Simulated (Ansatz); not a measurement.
```yaml
atoms:
  - { symbol: Zr, position_ang: [0.4043, 0.4190, -0.4294] }
  - { symbol: N, position_ang: [-0.4135, 0.2139, 2.8553] }
  - { symbol: H, position_ang: [-1.1558, 0.7099, 3.3656] }
  - { symbol: H, position_ang: [-0.1424, -0.5892, 3.4361] }
  - { symbol: F, position_ang: [1.3878, 0.7261, -2.0289] }
  - { symbol: Cl, position_ang: [-1.7260, 1.3641, -0.8645] }
  - { symbol: F, position_ang: [0.4141, -1.4785, -0.2153] }
  - { symbol: O, position_ang: [1.4873, 1.4217, 0.9602] }
  - { symbol: H, position_ang: [2.2037, 2.0595, 0.7900] }
  - { symbol: H, position_ang: [0.4135, 0.8510, 2.8112] }
```

Core potentials replace the inner electrons of Zr; not at a stationary point (largest force 1.7 eV/Å).

Theory: Ansatz, RKS PBE/def2-SVP.

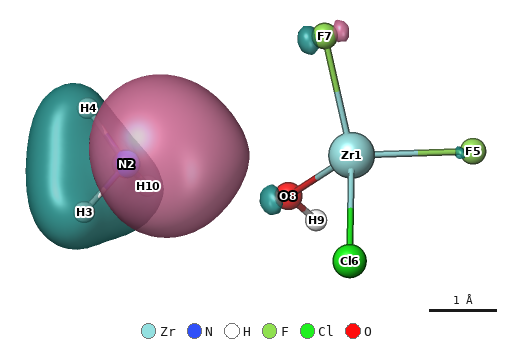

ClF2HOZr···NH3. The HOMO at ±0.1 Å⁻³ᐟ² (teal and pink are the two phases), seen from one side.

What is the character of this orbital?

Answer. It lies mainly on N2 (about 75 %); largely a lone pair of N2. Its energy is −6.38 eV.
